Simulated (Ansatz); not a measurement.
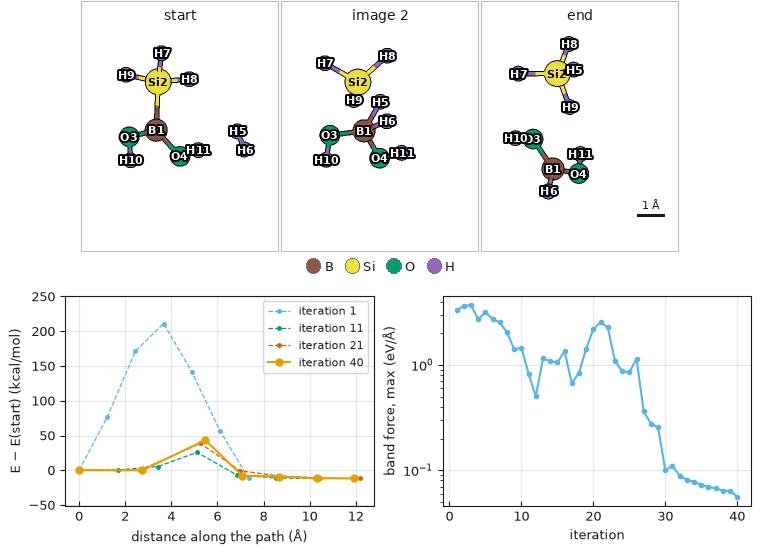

NEB run on BSiH$_{7}$O$_{2}$. Images are numbered from 0 (start) to 6 (end). The plot follows the band through its iterations. Style: ball-and-stick. Shown at a tilt.

Theory: Ansatz 0.2.0, RKS PBE0-D4/def2-SVP. Run with 5 movable images; climbing image.

Did the band converge, and can the barrier be trusted?

Answer. The result isn't final. The band hadn't converged when the run stopped after 40 iterations. The largest component of the band force went from 3.3 to 0.056 eV/Å. The barrier read from it is provisional, though the highest image hardly moved in the last two iterations. The largest force component is 0.40 eV/Å at the start and 0.37 eV/Å at the end; an end with forces this large is no minimum, and the barrier measured from it can be far off. The first iteration put the highest image at 211.1 kcal/mol. The energy climbs by 43.3 kcal/mol to image 2 and then falls by 55.0 kcal/mol, so the end point sits at −11.7 kcal/mol.

The run took 3.2 min on 4 threads of Arm Neoverse V2 (shared host).
